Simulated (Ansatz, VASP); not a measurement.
# Na2Sb in two plane-wave programs

Aim: how closely do two programs agree when they are given the same cell, functional and k mesh? The cell is generated by rule, not measured, and may not be a known phase. The cell is taken from a series of VASP runs on this material, whose earlier steps may have relaxed, scaled or displaced it; both programs get it as it stands. Valence electrons are named where the data sets of a main pair hold unlike numbers.

Program: Ansatz 0.2.0. Level of theory: plane waves, with VASP 6.6.1 beside it; band structure at LDA and band structure at LDA, spin-orbit coupling. Results are calculated unless marked as measured.

## 1. Set-up

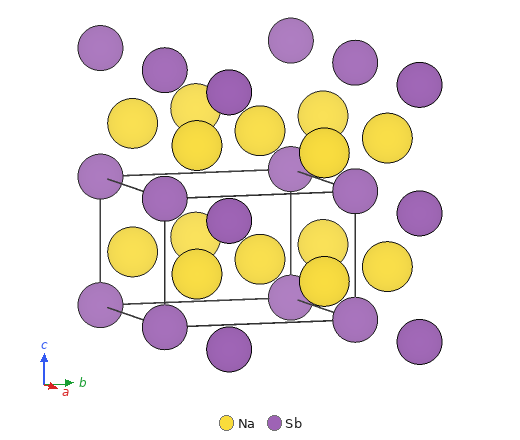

Start, viewed slightly off an axis; sodium yellow, antimony purple. 2×1×2 cells are drawn. Some periodic images of atoms are drawn too.

## 2. Ansatz: band structure, LDA

Ansatz runs on its default PAW (the set named soft_2) files.

A single point gives forces, pressure and levels at one fixed geometry, so differences don't come from the geometry; what else differs is listed under the comparison.

input.yaml

```yaml
crystal:
  lattice:
    - [5.2340367641, 0.0, 0.0]
    - [0.0, 5.2340367641, 0.0]
    - [0.0, 0.0, 3.3701280977]
  atoms:
    - { symbol: Na, position: [0.5, 0.0, 0.5] }
    - { symbol: Na, position: [0.0, 0.5, 0.5] }
    - { symbol: Sb, position: [0.0, 0.0, 0.0] }
hamiltonian:
  xc: lda
  pseudopotentials: { kind: paw }
kpoints:
  mp_grid: { grid: [5, 5, 7] }
  band_path:
    path:
      - [0.0, 0.0, 0.0]
      - [0.0, 0.13333, 0.0]
      - [0.0, 0.3, 0.0]
      - [0.0, 0.46667, 0.0]
      - [0.1, 0.5, 0.0]
      - [0.26667, 0.5, 0.0]
      - [0.43333, 0.5, 0.0]
      - [0.43333, 0.43333, 0.0]
      - [0.26667, 0.26667, 0.0]
      - [0.1, 0.1, 0.0]
      - [0.0, 0.0, 0.03333]
      - [0.0, 0.0, 0.2]
      - [0.0, 0.0, 0.36667]
      - [0.0, 0.0, 0.5]
      - [0.0, 0.16667, 0.5]
      - [0.0, 0.3, 0.5]
      - [0.0, 0.46667, 0.5]
      - [0.1, 0.5, 0.5]
      - [0.26667, 0.5, 0.5]
      - [0.43333, 0.5, 0.5]
      - [0.43333, 0.43333, 0.5]
      - [0.26667, 0.26667, 0.5]
      - [0.1, 0.1, 0.5]
      - [0.0, 0.5, 0.03333]
      - [0.0, 0.5, 0.2]
      - [0.0, 0.5, 0.36667]
      - [0.5, 0.5, 0.0]
      - [0.5, 0.5, 0.16667]
      - [0.5, 0.5, 0.33333]
      - [0.5, 0.5, 0.5]
    npoints: 1
scf:
  occupations: { method: methfessel_paxton, width: 0.2 }
  n_extra_bands: 7
output:
  forces: true
  stress: true
  eigenvalues: true
```

Command:

```console
ansatz run input.yaml --threads 2 --pin off --max-ram 4608MiB --backend cpu --events-out ev --progress --plain --runs-dir out
```

Numbers of over 12 decimals in the logs are rounded to 6 here.

The log of the run:

```text
scf.n_extra_bands = 7 over 17 filled bands (N_el = 33.0): the run solves 24 bands
Engine: ansatz 0.2.0, x86_64-unknown-linux-gnu
Pseudopotentials: kind: paw
Pseudopotential: Na, paw, valence charge 9, recommended cutoff 420 eV (normal), Na.paw.azcp
Pseudopotential: Sb, paw, valence charge 15, recommended cutoff 420 eV (normal), Sb.paw.azcp
Functional definition: SPW92
  exchange = slater_x
  correlation = pw_c
Crystal: 3 atoms, lattice volume = 92.325 Å³
Basis set: ecut = 420 eV, 1843 PW (Γ)
Bands: 24, of which v1, the nominal top of the filled ones, is band 17 counted from 1 (16 counted from 0)
Symmetry: 16 space group operations
Space group: P4/mmm (ITA 123), of the structure as read, at distance tolerance 4.5e-5 Å
k-points: 24 of 175
Non-local potential: Na, projectors of the file, l = 0: 3, l = 1: 2, l = 2: 1
Non-local potential: Sb, projectors of the file, l = 0: 2, l = 1: 2, l = 2: 2, l = 3: 2
PAW form: soft (Blöchl's): semilocal exchange-correlation on the pseudo side does not see the compensation charge
PAW frozen core: Na, regenerated for the run's functional, and the local potential with it (the file was generated under x = pbe(κ = 0.804, μ = 0.219515), c = pbe(β = 0.066725))
PAW frozen core: Sb, regenerated for the run's functional, and the local potential with it (the file was generated under x = pbe(κ = 0.804, μ = 0.219515), c = pbe(β = 0.066725))
PAW one-centre angular grid: Na, 110 points (default); XC on 64 Gauss nodes
PAW one-centre angular grid: Sb, 590 points (default); XC on 64 Gauss nodes
Initial density: superposition of atomic densities (neutral atoms: chi_scale 0, normalization atom), corrected by the library's trained network
Initial wavefunctions: pseudopotential atomic-orbital guess
Functional: x = slater, c = lda
SCF iter   1: F=—  HF=-9270.123580 eV  |F-HF|=—  |Δ(HF+E_count)|=         —  Δρ=7.00e-3  dr2=2.45e-2  ethr=1.77e-3  ⟨swp⟩=7.0  Hψ=2861  notcnv=0
preconditioner: auto → LDOS  [metal: Δε(μ)=0.039 eV  Ē_g=8.930 eV  σ=0.200 eV  W_gap=0.16  n_scr=18 (ndim 8)  ℏωp=10.2 eV  f_vac=0.195  D(μ)=0.78/eV (n_scr^D=4)  β→1.0]
SCF iter   2: F=—  HF=-9270.116345 eV  |F-HF|=—  |Δ(HF+E_count)|=   7.24e-3  S|Δr|=    0.00e0  Δρ=4.11e-3  dr2=7.38e-3  ethr=7.43e-5  ⟨swp⟩=2.0  Hψ=1165  notcnv=0
SCF iter   3: F=—  HF=-9270.110786 eV  |F-HF|=—  |Δ(HF+E_count)|=   5.56e-3  S|Δr|=    0.00e0  Δρ=6.77e-4  dr2=2.26e-4  ethr=2.24e-5  ⟨swp⟩=2.0  Hψ=906  notcnv=0
SCF iter   4: F=—  HF=-9270.110720 eV  |F-HF|=—  |Δ(HF+E_count)|=   6.61e-5  S|Δr|=    0.00e0  Δρ=8.27e-5  dr2=6.18e-6  ethr=6.86e-7  ⟨swp⟩=2.0  Hψ=881  notcnv=0
SCF iter   5: F=—  HF=-9270.110721 eV  |F-HF|=—  |Δ(HF+E_count)|=   4.18e-7  S|Δr|=    0.00e0  Δρ=1.86e-5  dr2=2.27e-7  ethr=1.87e-8  ⟨swp⟩=2.1  Hψ=663  notcnv=0
SCF iter   6: F=-9270.110721 eV  HF=-9270.110721 eV  |F-HF|=4.27e-8  |Δ(HF+E_count)|=   7.57e-8  S|Δr|=    0.00e0  Δρ=6.14e-6  dr2=3.74e-8  ethr=3.03e-10  ⟨swp⟩=10.0  Hψ=2931  notcnv=0
SCF 1 converged in 6 iterations: F = -9270.110721 eV  dr2 = 3.74e-8
  greatest PAW one-centre occupation: 0.999 electrons in one spin orbital (limit 2), on the Na atom at site 1 (counted from 0), in its partial waves of l = 0
NSCF: frozen V_eff on 30 k-points
SCF converged after 6 iterations
Stability not checked: this state was not tested for a lower state beside it, because cold or Methfessel-Paxton smearing, or corrected tetrahedra, fill the levels in a way that the test cannot read (fill_not_monotonic; see scf.lower_state_search)
Free energy (F): -9270.110721 eV
Harris-Foulkes:  -9270.110721 eV  (|F-HF|=4.27e-8)
Internal energy: -9270.108146 eV  (E = F + TS)
E sigma→0 (E₀):  -9270.110077 eV
Entropy (-TS):   -0.002575 eV (-0.858 meV/atom)
Fermi energy:    4.150064 eV
--- Per-component energies (eV) ---
  E_band       = -665.741435
  E_kinetic    = 450.971808
  E_local      = -4826.861683  (includes V_loc(G=0)·N_el)
  E_nonlocal   = 600.263540
  E_hartree    = 1941.975490
  E_xc         = -214.355742
  E_vxc        = -196.890592  (∫ρ·V_xc dr)
  E_paw        = -4916.562933  (= ΣΔE_a)
  E_vpaw       = -577.186325  (= ΣTr[D̂ρ^β])
  E_aug_tail   = -0.000027  (compensation charges beyond the density's cutoff)
  E_ewald      = -2306.379203
  E_core_change = 0.840604  (= ΣΔE_core)
  E_smearing   = -0.002575  (= −TS)
  E_closure    = -0.000000  (closes the sum)
  Σ components = -9270.110721   (vs F -9270.110721, Δ=0.00e0)
--- Forces (eV/Å), atoms counted from 1 ---
  atom   1  Na     0.00000000     0.00000000     0.00000000
  atom   2  Na     0.00000000    -0.00000000     0.00000000
  atom   3  Sb     0.00000000     0.00000000     0.00000000
  max |Σ_I F_I| component: 6.02e-29 eV/Å
--- Stress (GPa, compression-positive) ---
       -0.001121       0.000000       0.000000
        0.000000      -0.001121       0.000000
        0.000000       0.000000       0.106716
  P = ⅓ Tr σ = 0.0348 GPa (0.348 kbar)
--- Band table (eV; the first three rows and the last of 24) ---
  k-point 0: bands = [... 13 lower, -5.3149, 2.5981, 2.5981, 4.1408, 6.5870, 7.6841, 10.0124, 10.1251, ... 3 higher]
  k-point 1: bands = [... 13 lower, -5.0737, 2.8188, 2.8188, 4.3768, 5.6559, 6.8462, 10.2665, 10.2850, ... 3 higher]
  k-point 2: bands = [... 13 lower, -4.3954, 2.8394, 3.4234, 3.4234, 5.2691, 7.5701, 10.0436, 10.0436, ... 3 higher]
  k-point 23: bands = [... 13 lower, -3.4231, 1.2970, 3.2623, 3.3013, 6.7608, 7.3826, 7.4655, 8.9669, ... 3 higher]
```

The job ended after 1.3 s (2 threads of Intel Xeon 6975P-C (Granite Rapids), shared host; peak memory 0.41 GiB).

Reading the cycles: dr2 is the Hartree energy of the density residual (eV), the measure of convergence; HF is the Harris–Foulkes estimate of the energy, which meets the free energy F at convergence.

## 3. VASP: band structure, LDA

The same cell, functional (in two slightly different forms), mesh and smearing now go to VASP, with its own data sets.

Lines of VASP's logs that name or quote its potential files are left out, and so is its time.

INCAR

```
SYSTEM = Na2Sb
PREC = Accurate
ENCUT = 400
EDIFF = 1E-06
NELM = 100
ISMEAR = 1
SIGMA = 0.2
LREAL = .FALSE.
ALGO = Normal
GGA = CA
NBANDS = 22
LORBIT = 11
LWAVE = .FALSE.
LCHARG = .FALSE.
```

POSCAR

```
Na2Sb
1.0
    5.2340367641      0.0000000000      0.0000000000
    0.0000000000      5.2340367641      0.0000000000
    0.0000000000      0.0000000000      3.3701280977
Na Sb
2 1
Direct
    0.5000000000      0.0000000000      0.5000000000
    0.0000000000      0.5000000000      0.5000000000
    0.0000000000      0.0000000000      0.0000000000
```

KPOINTS

```
Automatic mesh
0
Gamma
5 5 7
0 0 0
```

KPOINTS_OPT

```
Line mode
16
Line-mode
Reciprocal
  0.00000000   0.00000000   0.00000000 GAMMA
  0.00000000   0.50000000   0.00000000 X

  0.00000000   0.50000000   0.00000000 X
  0.50000000   0.50000000   0.00000000 M

  0.50000000   0.50000000   0.00000000 M
  0.00000000   0.00000000   0.00000000 GAMMA

  0.00000000   0.00000000   0.00000000 GAMMA
  0.00000000   0.00000000   0.50000000 Z

  0.00000000   0.00000000   0.50000000 Z
  0.00000000   0.50000000   0.50000000 R

  0.00000000   0.50000000   0.50000000 R
  0.50000000   0.50000000   0.50000000 A

  0.50000000   0.50000000   0.50000000 A
  0.00000000   0.00000000   0.50000000 Z

  0.00000000   0.50000000   0.00000000 X
  0.00000000   0.50000000   0.50000000 R

  0.50000000   0.50000000   0.00000000 M
  0.50000000   0.50000000   0.50000000 A
```

The projector-augmented-wave data sets are Na_pv and Sb (LDA family, release 64).

Command:

```console
mpirun -np 1 vasp_std
```

The log of the run:

```text
[banner, memory and clock lines left out]
running    1 mpi-ranks, on    1 nodes
 distrk:  each k-point on    1 cores,    1 groups
 distr:  one band on    1 cores,    1 groups

 POSCAR found type information on POSCAR NaSb
 POSCAR found :  2 types and       3 ions
 LDA part: xc-table for (Slater(with rela. corr.)+CA(PZ))
 , standard interpolation
 POSCAR, INCAR and KPOINTS ok, starting setup
 FFT: planning ... GRIDC
 FFT: planning ... GRID_SOFT
 FFT: planning ... GRID
 WAVECAR not read
 entering main loop
       N       E                     dE             d eps       ncg     rms          rms(c)
DAV:   1     0.128670957124E+03    0.12867E+03   -0.76112E+03  1056   0.634E+02
DAV:   2    -0.129942599746E+01   -0.12997E+03   -0.12619E+03  1074   0.224E+02
DAV:   3    -0.911576341704E+01   -0.78163E+01   -0.77840E+01  1282   0.598E+01
DAV:   4    -0.925238129626E+01   -0.13662E+00   -0.13652E+00  1224   0.842E+00
DAV:   5    -0.925638652290E+01   -0.40052E-02   -0.40051E-02  1296   0.138E+00    0.261E+00
DAV:   6    -0.890794599285E+01    0.34844E+00   -0.23566E-01  1152   0.195E+00    0.146E+00
DAV:   7    -0.879511405412E+01    0.11283E+00   -0.24990E-01  1232   0.157E+00    0.427E-01
DAV:   8    -0.879427130001E+01    0.84275E-03   -0.28274E-02  1122   0.110E+00    0.249E-01
DAV:   9    -0.879287410964E+01    0.13972E-02   -0.24733E-03  1242   0.299E-01    0.900E-02
DAV:  10    -0.879286451605E+01    0.95936E-05   -0.44652E-04  1226   0.128E-01    0.925E-02
DAV:  11    -0.879291558610E+01   -0.51070E-04   -0.26512E-05  1194   0.305E-02    0.509E-02
DAV:  12    -0.879289883793E+01    0.16748E-04   -0.49673E-05  1196   0.225E-02    0.866E-03
DAV:  13    -0.879289940150E+01   -0.56358E-06   -0.40481E-06  1236   0.906E-03
   1 F= -.87928994E+01 E0= -.87920357E+01  d E =-.259125E-02
 Start KPOINTS_OPT (optional k-point list driver)
k-point batch [1-24\144]
       N       E                     dE             ncg
DAV:   1    -0.341199874084E+04   -0.74699E+04     1056
DAV:   2    -0.646786902717E+04   -0.30559E+04     1132
DAV:   3    -0.664556826042E+04   -0.17770E+03     1314
DAV:   4    -0.664856367047E+04   -0.29954E+01     1302
DAV:   5    -0.664865522963E+04   -0.91559E-01     1334
DAV:   6    -0.664865848677E+04   -0.32571E-02     1350
DAV:   7    -0.664865862685E+04   -0.14008E-03     1354
DAV:   8    -0.664865862925E+04   -0.23972E-05     1124
DAV:   9    -0.664865862934E+04   -0.95464E-07      798
[...]
k-point batch [121-144\144]
       N       E                     dE             ncg
DAV:   1    -0.337752815473E+04   -0.15263E+05     1056
DAV:   2    -0.643321917390E+04   -0.30557E+04     1096
DAV:   3    -0.661044230770E+04   -0.17722E+03     1354
DAV:   4    -0.661340354196E+04   -0.29612E+01     1224
DAV:   5    -0.661349178550E+04   -0.88244E-01     1306
DAV:   6    -0.661349585243E+04   -0.40669E-02     1382
DAV:   7    -0.661349595889E+04   -0.10646E-03     1364
DAV:   8    -0.661349596089E+04   -0.20005E-05      996
DAV:   9    -0.661349596099E+04   -0.95326E-07      810
```

From OUTCAR (step 3):

```text
ion  position               nearest neighbor table
   1  0.500  0.000  0.500-   3 3.11   3 3.11   3 3.11   3 3.11
   2  0.000  0.500  0.500-   3 3.11   3 3.11   3 3.11   3 3.11
   3  0.000  0.000  0.000-   1 3.11   2 3.11   1 3.11   2 3.11   2 3.11   2 3.11   1 3.11   1 3.11

  LATTYP: Found a simple tetragonal cell.
 ALAT       =     5.2340367641
 C/A-ratio  =     0.6438869747

 Subroutine GETGRP returns: Found 16 space group operations
 (whereof 16 operations were pure point group operations)

The static configuration has the point symmetry D_4h.

 Found     24 irreducible k-points:

   k-points           NKPTS =     24   k-points in BZ     NKDIM =     24   number of bands    NBANDS=     22

   dimension x,y,z NGX =    36 NGY =   36 NGZ =   24
   dimension x,y,z NGXF=    72 NGYF=   72 NGZF=   48

   ENCUT  =  400.0 eV  29.40 Ry    5.42 a.u.   8.54  8.54  5.50*2*pi/ulx,y,z

   NELECT =      19.0000    total number of electrons

 k-points in reciprocal lattice and weights: Automatic mesh
   0.00000000  0.00000000  0.00000000       0.006
   0.20000000  0.00000000  0.00000000       0.023
   0.40000000  0.00000000  0.00000000       0.023
   0.20000000  0.20000000  0.00000000       0.023
   0.40000000  0.20000000  0.00000000       0.046
   0.40000000  0.40000000  0.00000000       0.023
   0.00000000  0.00000000  0.14285714       0.011
   0.20000000  0.00000000  0.14285714       0.046
   0.40000000  0.00000000  0.14285714       0.046
[...]
0.40000000  0.20000000  0.42857143       0.091
   0.40000000  0.40000000  0.42857143       0.046

 average (electrostatic) potential at core
       1 -46.4521       2 -46.4521       3 -90.4434

 E-fermi :   2.1727

 k-point     1 :       0.0000    0.0000    0.0000
  band No.  band energies     occupation
    ...
      6     -22.0229      2.00000
      7      -7.2626      2.00000
      8       0.6165      2.00000
      9       0.6165      2.00000
     10       2.1644      1.06974
     11       4.5959     -0.00000
     12       5.7170     -0.00000
     13       7.9804      0.00000
     14       8.1383      0.00000
     15       8.1383      0.00000
    ...

 k-point     2 :       0.2000    0.0000    0.0000
  band No.  band energies     occupation
    ...
      5     -22.0266      2.00000
      6     -22.0234      2.00000
      7      -7.2090      2.00000
      8      -0.1479      2.00000
      9       0.6761      2.00000
     10       2.8990     -0.00000
     11       5.1897     -0.00000
     12       5.7302     -0.00000
     13       6.5142      0.00000
     14       7.1150      0.00000
    ...

 k-point     3 :       0.4000    0.0000    0.0000
  band No.  band energies     occupation
    ...
      5     -22.0254      2.00000
      6     -22.0243      2.00000
      7      -7.1173      2.00000
      8      -0.8840      2.00000
      9       0.7812      2.00000
     10       3.7814     -0.00000
     11       5.1237     -0.00000
     12       5.6506     -0.00000
     13       5.7519     -0.00000
     14       7.9063      0.00000
    ...

  Total       -0.0576054     -0.0576054      0.0263803      0.0000000      0.0000000      0.0000000
  in kB       -0.9996638     -0.9996638      0.4577937      0.0000000      0.0000000      0.0000000
  external PRESSURE =      -0.5138446 kB  Pullay stress =       0.0000000 kB

  energy-cutoff  :      400.00
  volume of cell :       92.33
      direct lattice vectors                 reciprocal lattice vectors
     5.234036764  0.000000000  0.000000000     0.191057122  0.000000000  0.000000000
     0.000000000  5.234036764  0.000000000     0.000000000  0.191057122  0.000000000
     0.000000000  0.000000000  3.370128098     0.000000000  0.000000000  0.296724626

 POSITION                                       TOTAL-FORCE (eV/Angst)
 -----------------------------------------------------------------------------------
      2.61702      0.00000      1.68506         0.000000      0.000000      0.000000
      0.00000      2.61702      1.68506         0.000000      0.000000      0.000000
      0.00000      0.00000      0.00000         0.000000      0.000000      0.000000
 -----------------------------------------------------------------------------------
    total drift:                                0.000000      0.000000      0.000000

  FREE ENERGIE OF THE ION-ELECTRON SYSTEM (eV)
  ---------------------------------------------------
  free  energy   TOTEN  =        -8.7928994015 eV

  energy  without entropy=       -8.7903081472  energy(sigma->0) =       -8.79203565

 total charge
# of ion       s       p       d       tot
------------------------------------------
    1        0.080   5.987   0.000   6.067
    2        0.080   5.987   0.000   6.067
    3        1.167   1.311   0.010   2.487
--------------------------------------------------
tot          1.327  13.285   0.010  14.622

[... 3 further parts left out ...]
```

This run has no spin polarisation. Its electron count is odd, so without a moment it is a metal by construction. Spin-orbit coupling is off here; with elements this heavy it splits and shifts levels by tenths of an eV or more.

## 4. Comparison

Known differences besides the potentials themselves: the two LDA forms differ slightly; the data sets hold 33 valence electrons in Ansatz (on its default PAW (the set named soft_2) files) and 19 in VASP; the cutoff is 420 eV in Ansatz and 400 eV in VASP; VASP's log shows a relativistic correction to its local exchange, Ansatz's none. Total energies have different zeros and are not compared.

Compared:

```
      quantity  Ansatz   VASP  difference
pressure (GPa)    0.03  -0.05       +0.09
```

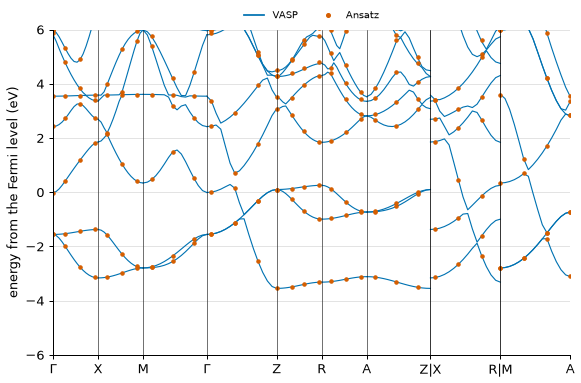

Bands from VASP (lines) and levels from Ansatz (dots). Dots without a line are higher empty bands that the VASP plot leaves out.

Levels from 3 eV below to 2 eV above the Fermi level differ by 6 meV r.m.s. and 13 meV at most; each VASP level is matched to the nearest of Ansatz, which flatters the figure a little.

(Continued in part 2 of 2.)

[Lines on the potential files, build, host, timing and source positions are cut from VASP's logs without a mark.]

[Logs are printed without paths, hosts, clocks, repeated set-up lines and the standing remarks that a program may print on its own settings, such as how far it seeks lower states.]

[Hosts, paths, dates, database ids (printed as entryN), source tags and the programs' standing remarks are cut or masked in the printed files.]
